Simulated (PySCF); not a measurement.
## Electronic structure of C$_{6}$H$_{13}$F$_{3}$Si (SMILES CC(C)(C)[SiH2]CC(F)(F)F) in real space

```xyz
23

C    -1.1953   -0.9782   -1.4016
C    -1.1100    0.1776   -0.4022
C    -1.7408   -0.2605    0.9216
C    -1.9009    1.3628   -0.9540
Si    0.7057    0.7346   -0.1480
C     1.7262   -0.7292    0.5434
C     3.1360   -0.2803    0.7346
F     3.7108    0.1306   -0.4094
F     3.2410    0.7501    1.5921
F     3.9422   -1.2445    1.2217
H    -0.7551   -0.6987   -2.3560
H    -2.2360   -1.2494   -1.5762
H    -0.6778   -1.8592   -1.0284
H    -1.2319   -1.1303    1.3311
H    -2.7871   -0.5243    0.7711
H    -1.6980    0.5411    1.6555
H    -1.4877    1.6942   -1.9033
H    -1.8732    2.2008   -0.2622
H    -2.9424    1.0860   -1.1130
H     0.7698    1.8250    0.8298
H     1.2993    1.1273   -1.4297
H     1.7426   -1.5789   -0.1360
H     1.3580   -1.0697    1.5089
```

Geometry: GFN2-xTB.

The calculation used PBE0/pcSseg-1, SCF density, gas phase, non-relativistic in PySCF.

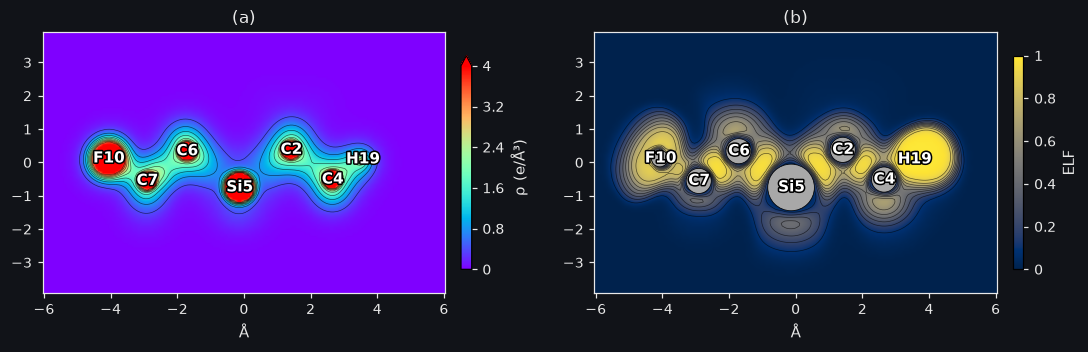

Figure 1. (a) total electron density; (b) electron localisation function on the plane of atoms C2, Si5 and C6. Grey discs cover the atomic cores in the ELF map.

**What do the fields say about this system?**

The section cuts through C, Si, F and H sites. C–F (1.35 Å): ρ is about 2.3 e/Å³ halfway, with its minimum of 1.9 e/Å³ about 0.5 Å from C; the ELF peaks at about 0.85 between the atoms (a shared but strongly polarised pair). C–C (1.49 Å): ρ at the midpoint is about 1.8 e/Å³; the ELF peaks at about 0.95 between the atoms, as expected for a covalent bond. C–Si (1.91 Å): ρ is about 0.89 e/Å³ halfway; the ELF peaks at about 0.95 between the atoms: a covalent bond. C–H (1.09 Å): ρ is about 2 e/Å³ halfway; the ELF climbs to about 1 towards the hydrogen, as it does in any bond to H; an ordinary covalent bond to hydrogen. The ELF also peaks beside F10, away from the bonds: lone-pair regions.

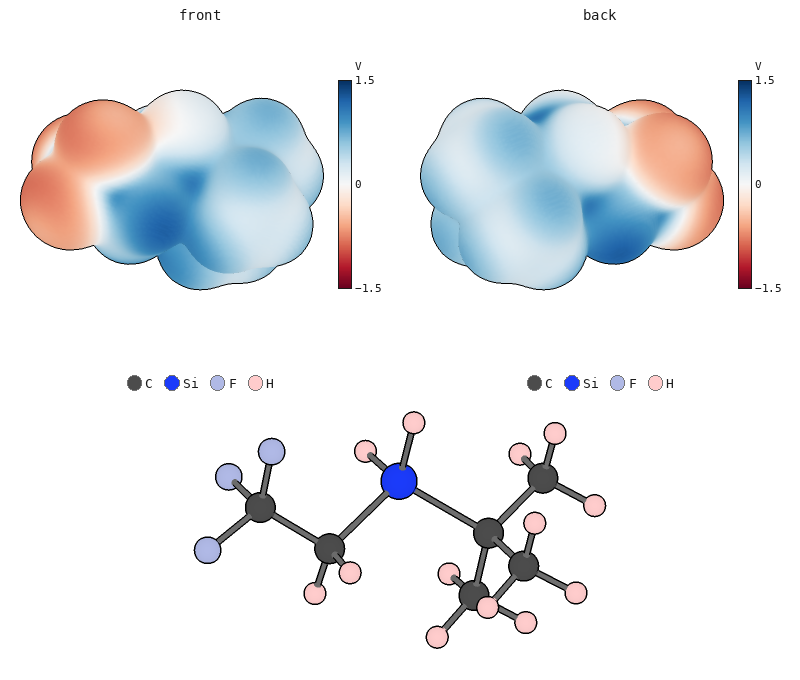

Figure 2. The electrostatic potential painted on the density surface at 0.002 e/bohr³, seen from the front and from behind; red is negative and blue positive. The bare structure is drawn below in the same view.

**Which sites attract a positive test charge, and which a negative one?**

A positive charge is drawn to the negative regions and a negative charge to the positive ones. The most negative region (about −0.8 V, or −18 kcal/mol for a unit charge) lies over F8, F9 and F10, the most positive (about +1.2 V, or +28 kcal/mol for a unit charge) over H22 and H23.

**How polar is the molecule by this calculation?**

Its dipole moment is 3.10 D.
